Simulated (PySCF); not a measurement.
C₄H₄FNO, SMILES `N#CCCC(=O)F`.

Method: B3LYP/def2-SVPD; geometry: GFN2-xTB; program: PySCF. No frequency check shows the geometry to be a minimum.

Input script:

```python
import numpy as np
from pyscf import gto, scf, dft
from pyscf.scf import atom_ks, atom_hf
from scipy.linalg import block_diag

def solve(mol, dm0=None, hcore=None):
    mf = (dft.UKS if mol.spin else dft.RKS)(mol, xc='b3lyp')
    mf.grids.level = 3
    mf = mf.density_fit(auxbasis='def2-universal-jkfit')
    mf.conv_tol, mf.max_cycle = 1e-8, 80
    if hcore is not None:
        mf.get_hcore = lambda *args: hcore
    mf.kernel(dm0)
    if not mf.converged:
        mf = mf.newton().run(mf.mo_coeff, mf.mo_occ, max_cycle=30)
    assert mf.converged, 'SCF not converged'
    return mf

mol = gto.M(atom='''
N     -2.55135     0.88541     0.62886
C     -1.90083     0.11717     0.09023
C     -1.07617    -0.87365    -0.56126
C      0.26748    -1.02171     0.15972
C      1.16058     0.14816    -0.10621
O      1.04528     1.03239    -0.87495
F      2.26620     0.08289     0.68927
H     -0.91399    -0.56099    -1.59656
H     -1.61560    -1.82421    -0.55797
H      0.79182    -1.91780    -0.18675
H      0.13288    -1.11975     1.24052
''', basis='def2-svpd', charge=0, spin=0, verbose=4)
mf = solve(mol)
mf.analyze()
# spherically averaged free atoms, for the promolecule
atm = atom_ks.get_atm_nrks(mol, xc='b3lyp')
pro = block_diag(*[(atm[a[0]][2] * atm[a[0]][3]) @ atm[a[0]][2].T for a in mol._atom])
np.savez('result.npz', e=mf.e_tot, c=mf.mo_coeff, occ=mf.mo_occ, eps=mf.mo_energy, pro=pro, dip=mf.dip_moment(verbose=0), s2=mf.spin_square()[0])
```

Command:

```sh
OMP_NUM_THREADS=1 python input.py
```

The run took 28 s on 1 thread of Intel(R) Xeon(R) Processor @ 2.70GHz, with other jobs on the host, peak memory 0.69 GiB.

Partitions, critical points and surface values were worked out afterwards from this run's density.

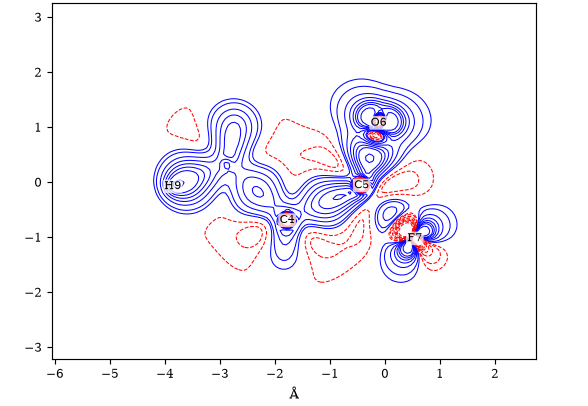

Deformation density (molecule less spherical, spin-averaged free atoms) in the plane of C4, C5, O6, F7 and H9; contours at ±0.05 to ±0.8 e/Å³; solid blue lines: gain, dashed red lines: loss.

> Describe the bonding that the map shows.

C5–O6: +0.75 e/Å³ at the bond critical point (bond length 1.18 Å). C4–C5: +0.53 e/Å³ at the bond critical point (bond length 1.50 Å). C5–F7: +0.04 e/Å³ at the bond critical point (bond length 1.36 Å); up to 0.6 Å beside the axis the gain reaches +0.25 e/Å³. In all, 2.6 electrons gather in the regions of gain relative to the promolecule. A small or negative value marks a very polar bond, one between electron-rich atoms, whose free-atom densities already overlap strongly, a long bond to a heavier atom, or a closed-shell contact such as a hydrogen bond.

> Where do the Hirshfeld charges lie?

The highest Hirshfeld charge is on C5 (+0.26 e), the lowest on N1 (−0.22 e).

| atom | charge (e) |
| --- | --- |
| N1 | −0.22 |
| C2 | +0.09 |
| C3 | −0.02 |
| C4 | −0.04 |
| C5 | +0.26 |
| O6 | −0.22 |
| F7 | −0.11 |
| H8 | +0.07 |
| H9 | +0.07 |
| H10 | +0.07 |
| H11 | +0.07 |
